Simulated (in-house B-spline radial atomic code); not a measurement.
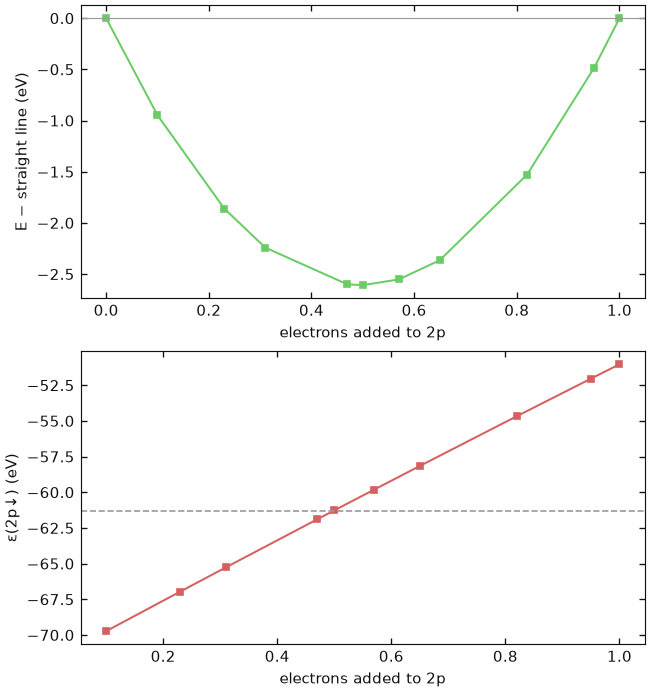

All numbers are computed, not measured: scalar-relativistic (spin-free one-electron X2C) HSE06, spin-polarised, spherical fractional occupations, Fermi nucleus, basis-set limit (an in-house B-spline radial code). The occupation of the 2p shell is varied from Ne³⁺ ([He] 2s2 2p3 (high spin)) to Ne²⁺ ([He] 2s2 2p4 (high spin)), with spherical fractional occupations. The plot shows the total energy less the straight line between the end points, and the eigenvalue of 2p↓ (the dashed line is minus the energy to take the whole electron out).

**Describe the curve.**

The curve is convex (below the straight line), with the largest deviation among the points computed, −2.61 eV, at 0.5. The end points differ by 61.3 eV, the energy to take the electron out. The eigenvalue, which is the slope of the energy (Janak's theorem), moves from −69.7 eV at 0.1 to −51.0 eV at 1; for a straight line it would stay constant, and a parabola would sag by an eighth of this change, scaled to a whole electron, 2.60 eV. Convexity is the mark of the delocalisation error, which puts fractional charges too low; for p, d and f shells the spherical spreading of the fraction adds to it. Exact exchange at spherical fractional occupations leaves self-interaction in partly filled shells, which adds to the curvature.
